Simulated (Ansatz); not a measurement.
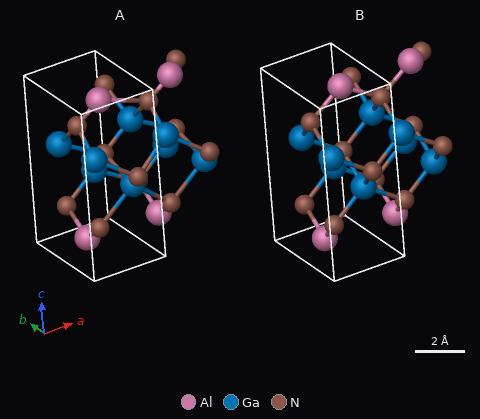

Two geometries of solid AlGa₂N₃ (a generated structure, set up in P1) (coarse preliminary run), drawn at one scale. One is the start of a relaxation, the other its converged end. The picture is a ball-and-stick view of the cell of the calculation, reduced to other axes, repeated 2 × 1 × 1 with one cell outlined, seen slightly off an axis. Lengths and directions refer to the drawn axes.

The calculation used DFT PBE, scalar-relativistic, plane waves, PAW in Ansatz 0.2.0. Set-up: plane-wave cutoff 420 eV; k-point mesh 4 × 2 × 4; occupations gaussian; smearing width 0.1 eV; no spin polarisation; cell and atoms relaxed; force threshold 0.025 eV/Å; at most 60 steps.

Which geometry has the lower energy?

Structure B is the relaxed one. The largest move relative to the cell is that of an N atom, 0.46 Å roughly along +a. By element the largest moves are N 0.46 Å, Ga 0.46 Å, Al 0.36 Å. The drawn cell changes as follows: a 3.237 → 3.190 Å (−1.5 %), b 6.302 → 6.379 Å (+1.2 %), c 6.855 → 7.083 Å (+3.3 %), α 77.9° → 77.0°, β 77.3° → 77.0°, γ 89.3° → 90.0°; the volume changes by +2.5 %. Among the contacts that change: Al–N 1.377 → 1.911 Å, Al–N 2.316 → 1.911 Å, Al–N 1.539 → 1.911 Å, Al–N 2.279 → 1.911 Å. Among the angles between lasting bonds that change: N–Ga–N 89.1° → 110.1°, N–Al–N 87.3° → 107.7°, Al–N–Ga 89.7° → 108.9°. The space group (tolerance 0.01 Å) goes from P1 (No. 1) to I-4m2 (No. 119). After 5 accepted moves (7 points after the start) the energy has fallen by 12.649 eV per cell of the calculation. Largest force component: 23 eV/Å at the start, 0.0032 eV/Å at the end. Pressure: 34.43 GPa at the start and 0.01 GPa at the end. At 2 points the geometry stayed and the basis and grid were re-selected for the new cell (energy shift of 15.2 meV per cell of the calculation at most each time).
